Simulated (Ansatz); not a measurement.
A series of calculations on ZrPNH$_{5}$Cl$_{2}$F

**1. Relaxation**

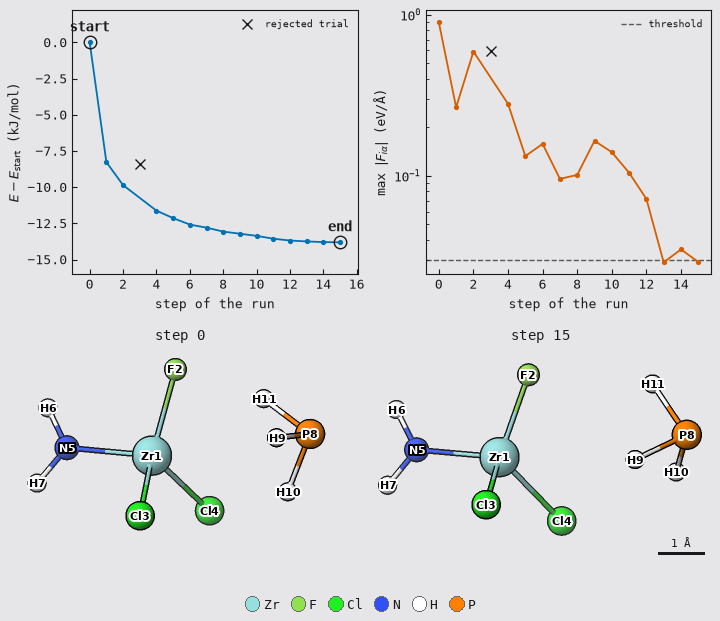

First and last geometry of a relaxation of ZrPNH$_{5}$Cl$_{2}$F, with the history of the run. The picture is a ball-and-stick view, seen from a free direction.

The run prepares an end point of a later path (reaction) calculation, from a guessed geometry.

Level of theory: RKS B3LYP/def2-SVP (Ansatz).

Input
```yaml
crystal:
  periodic: [false, false, false]
  atoms:
    - { symbol: Zr, position_ang: [0.015587, -0.092442, -0.111594] }
    - { symbol: F, position_ang: [-0.148451, -0.179568, 1.830141] }
    - { symbol: Cl, position_ang: [2.164074, -0.324117, -1.09223] }
    - { symbol: Cl, position_ang: [-1.145476, 1.726766, -1.103396] }
    - { symbol: "N", position_ang: [-0.974363, -1.745047, -0.658349] }
    - { symbol: H, position_ang: [-1.548883, -2.31587, -0.035375] }
    - { symbol: H, position_ang: [-1.07126, -2.100846, -1.611785] }
    - { symbol: P, position_ang: [1.786546, 2.734795, 1.658415] }
    - { symbol: H, position_ang: [2.90555, 1.844479, 1.554047] }
    - { symbol: H, position_ang: [1.532311, 2.725145, 0.25147] }
    - { symbol: H, position_ang: [0.870264, 1.683505, 1.951055] }
basis:
  gaussian: { orbitals: def2-SVP }
hamiltonian:
  xc: b3lyp
relax:
  f_tol: 0.03
  max_steps: 50
```

Run as
```bash
ansatz run input.yaml --threads 4 --pin off --max-ram 5120MiB --backend cpu --events-out ev --progress --plain --runs-dir out
```

**What do the curves and the structures tell?**

It converged. After 14 accepted moves (15 points after the start) the energy has fallen by 13.8 kJ/mol. Largest force component: 0.9 eV/Å at the start, 0.029 eV/Å at the end. The line search rejected the trial step at point 3 of the run. H11 moves most after the best rigid fit: 0.84 Å. By element the largest moves are H 0.84 Å, P 0.49 Å, Cl 0.41 Å, N 0.28 Å, Zr 0.28 Å, F 0.21 Å. Near-neighbour distances that change, for instance: Zr1–H11 2.853 → 3.927 Å, Zr1–F2 1.951 → 1.903 Å, P8–H11 1.425 → 1.431 Å, Zr1–N5 2.003 → 2.007 Å. Bond angles that change, for instance: F2–Zr1–Cl3 118.9° → 113.3°, Cl3–Zr1–N5 104.7° → 108.1°, F2–Zr1–N5 101.1° → 104.5°.

**2. Relaxation**

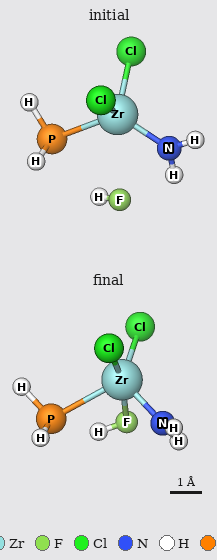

The structure of ZrPNH5Cl2F before (top) and after (bottom) a relaxation, at one scale.

Style: ball-and-stick. Shown at a tilt.

The run prepares an end point of a later path (reaction) calculation, from a guessed geometry.

Theory: RKS B3LYP/def2-SVP in Ansatz.

Input file:
```yaml
crystal:
  periodic: [false, false, false]
  atoms:
    - { symbol: Zr, position_ang: [0.400689, 0.439657, -0.692654] }
    - { symbol: F, position_ang: [-0.160631, -0.335069, 2.339932] }
    - { symbol: Cl, position_ang: [2.209674, -0.152176, -2.093157] }
    - { symbol: Cl, position_ang: [-1.02917, 1.875225, -1.906271] }
    - { symbol: "N", position_ang: [-0.603982, -1.246266, -0.261163] }
    - { symbol: H, position_ang: [-0.899396, -1.560079, 0.662865] }
    - { symbol: H, position_ang: [-0.9415, -1.89973, -0.970584] }
    - { symbol: P, position_ang: [1.270091, 2.006024, 1.174836] }
    - { symbol: H, position_ang: [2.525057, 1.335382, 1.324949] }
    - { symbol: H, position_ang: [1.744124, 3.009254, 0.277157] }
    - { symbol: H, position_ang: [-0.129056, 0.484578, 2.776491] }
basis:
  gaussian: { orbitals: def2-SVP }
hamiltonian:
  xc: b3lyp
relax:
  f_tol: 0.03
  max_steps: 50
```

Launched with:
```bash
ansatz run input.yaml --threads 4 --pin off --max-ram 5120MiB --backend cpu --events-out ev --progress --plain --runs-dir out
```

> Summarise the run.

The atom that moves furthest after the best rigid fit is F2 (1.59 Å). By element the largest moves are F 1.59 Å, H 1.26 Å, Cl 0.84 Å, P 0.62 Å, N 0.47 Å, Zr 0.31 Å. Some distances before and after: Zr1–H11 3.510 → 2.686 Å, Zr1–F2 3.180 → 2.442 Å, P8–H11 2.615 → 2.116 Å, Zr1–P8 2.588 → 2.692 Å. New bonds form, among them: Zr1–F2 (3.18 → 2.44 Å). Among the angles between lasting bonds that change: N5–Zr1–P8 121.4° → 106.8°, Cl4–Zr1–P8 101.9° → 114.9°, Cl4–Zr1–N5 108.5° → 121.4°. Groups turn about Zr1–N5 by about 60°. After 17 accepted moves (19 points after the start) the energy has fallen by 42.5 kJ/mol. The largest force component goes from 0.41 to 0.012 eV/Å. The line search rejected the trial steps at points 3, 15 of the run.

Limits of the set-up: the start holds two separate molecules, 2.2 Å apart at their closest, whose relative position is a soft coordinate and is computed without a dispersion correction.

**3. Path**

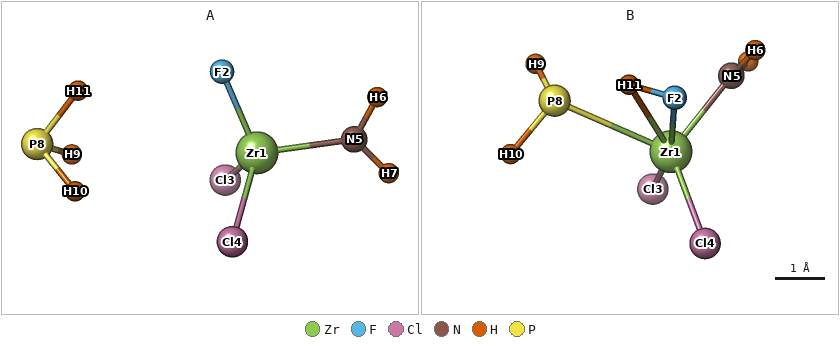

The two relaxed end points of a path for ZrPNH5Cl2F, made up at the start of ZrNH₂Cl₂F and PH3. A ball-and-stick model, seen at a tilt.

Level of theory: RKS B3LYP/def2-SVP in Ansatz 0.2.0.

Settings: 9 movable images; climbing image; force threshold 0.05 eV/Å; iteration limit 60.

Start:
```xyz
11

Zr   -0.0475   -0.3327   -0.2323
F    -0.2418   -0.2627    1.6592
Cl    2.1897   -0.7134   -0.9329
Cl   -0.8994    1.5873   -1.3402
N    -1.1523   -1.9125   -0.7912
H    -1.6775   -2.5173   -0.1576
H    -1.2832   -2.2480   -1.7472
P     2.1639    3.0198    1.8037
H     2.8182    1.9816    1.0694
H     1.1884    3.2479    0.7811
H     1.3275    2.1068    2.5203
```

End:
```xyz
11

Zr    0.1328    0.4712   -0.5914
F    -1.0903    0.7446    1.5041
Cl    1.6543    0.1447   -2.3577
Cl   -1.5974    1.8874   -1.4099
N    -0.2370   -1.4341   -0.0556
H    -0.9567   -1.7174    0.6107
H     0.1538   -2.2639   -0.5036
P     1.6503    1.5449    1.3563
H     2.8238    0.7458    1.3439
H     2.1787    2.7216    0.7591
H    -0.3262    1.1121    1.9763
```

Q: What barrier does the band find between them, and by what path?

A: Forward barrier 1.66 eV, backward barrier 0.07 eV, with image 7 at the top; the reaction energy is +1.59 eV. Breaking: P8–H11 (1.43 → 1.76 at the top → 2.12 Å). Forming: F2–H11 (2.97 → 1.11 at the top → 0.97 Å), Zr1–P8 (4.50 → 2.74 at the top → 2.69 Å). The band converged in 32 iterations, with a climbing image at the top. At the top, the vibrational analysis gives one imaginary mode (507i cm⁻¹), as a transition state must have.

Energies of the converged images:

```json
{"image": "0", "path (Å)": "0.00", "E (eV)": "0.000"}
{"image": "1", "path (Å)": "1.11", "E (eV)": "0.009"}
{"image": "2", "path (Å)": "2.22", "E (eV)": "0.020"}
{"image": "3", "path (Å)": "3.33", "E (eV)": "0.029"}
{"image": "4", "path (Å)": "4.44", "E (eV)": "0.039"}
{"image": "5", "path (Å)": "5.55", "E (eV)": "0.186"}
{"image": "6", "path (Å)": "6.66", "E (eV)": "0.835"}
{"image": "7", "path (Å)": "7.76", "E (eV)": "1.657"}
{"image": "8", "path (Å)": "8.02", "E (eV)": "1.626"}
{"image": "9", "path (Å)": "8.27", "E (eV)": "1.599"}
{"image": "10", "path (Å)": "8.52", "E (eV)": "1.590"}
```

The geometry at the top of the path:

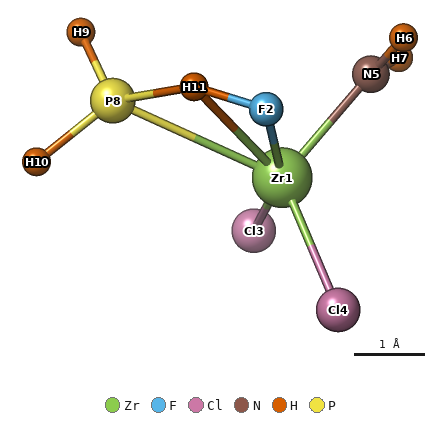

Limits of the set-up: the start holds two separate molecules, 3.0 Å apart at their closest, whose relative position is a soft coordinate and is computed without a dispersion correction.

Cost: 8.6 min on 4 threads of Intel(R) Xeon(R) 6975P-C (Granite Rapids), on a shared host, peak memory 0.47 GiB.
